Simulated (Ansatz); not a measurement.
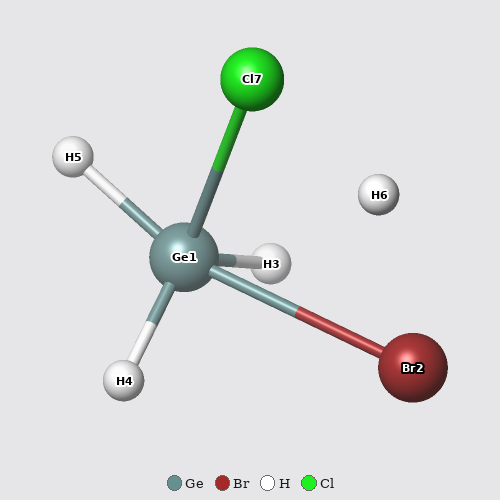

The system is the reacting system BrClGeH₄ (fragments BrGeH₃ + ClH where the first distance is long, ClGeH₃ + BrH where the second is long); the picture shows the reference structure. 
- The first coordinate is: distance Ge1–Cl7 (bond that forms); the second: distance H6–Cl7 (bond that breaks).
- Relaxed at each point: all other coordinates.
- Grid: 7 × 7 points.
- Points are written as (first, second).
- Energies are in kJ/mol, from the lowest grid point.
- Energies and slopes of some neighbouring points disagree (a jump in structure or state, or too coarse a mesh). The reference is spin-restricted, so regions where a bond is pulled apart into radicals lie too high.
- Theory: Ansatz 0.2.0, RKS r2SCAN0-D4/def2-SVP.

Its coordinates:

```xyz
7

Ge   -0.7539   -0.3430    0.0802
Br    1.9832   -0.9686    0.1394
H    -0.7010   -1.3229   -1.0769
H    -0.6445   -0.8018    1.5220
H    -2.0271    0.5039   -0.0644
H     1.7921    0.9763   -0.2196
Cl    0.3512    1.9562   -0.3808
```

Range: distance Ge1–Cl7 (bond that forms) from 1.998 to 3.198 Å; distance H6–Cl7 (bond that breaks) from 1.197 to 2.397 Å.

Predict the map.

Answer. The lowest grid point is at (2.126 Å, 2.397 Å). It lies in a valley that leaves the map towards separated partners. The energy also falls towards the edge at (3.198 Å, 1.325 Å) (2.3 kJ/mol above the lowest), where a further well may lie outside the range. The highest grid point, (1.998 Å, 1.197 Å), lies 274 kJ/mol above the lowest.

| second ↓, first → | 1.998 | 2.126 | 2.302 | 2.503 | 2.721 | 2.953 | 3.198 |
| --- | --- | --- | --- | --- | --- | --- | --- |
| 2.397 | 29 | 0 | 7 | 48 | 104 | 164 | 221 |
| 2.152 | 33 | 3 | 9 | 48 | 102 | 160 | 195 |
| 1.920 | 46 | 15 | 18 | 54 | 106 | 161 | 152 |
| 1.702 | 73 | 39 | 39 | 71 | 119 | 109 | 99 |
| 1.501 | 119 | 82 | 77 | 102 | 84 | 56 | 41 |
| 1.325 | 190 | 147 | 133 | 98 | 51 | 20 | 2 |
| 1.197 | 274 | 225 | 178 | 112 | 64 | 33 | 16 |

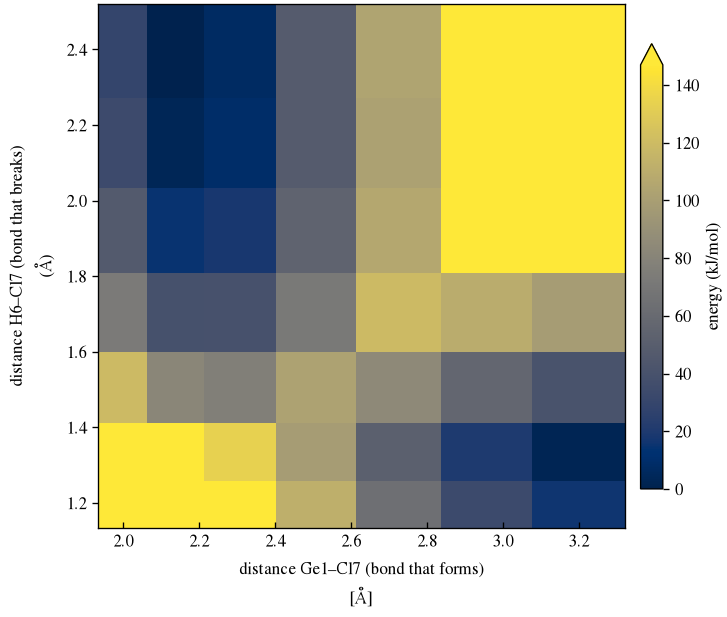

In the figure: one coloured cell a grid point, one colour for all values above the top of the scale.

Time for the 49 points that were run: 20 min on 1 thread of Intel(R) Xeon(R) Platinum 8488C (Sapphire Rapids), with other jobs on the host.
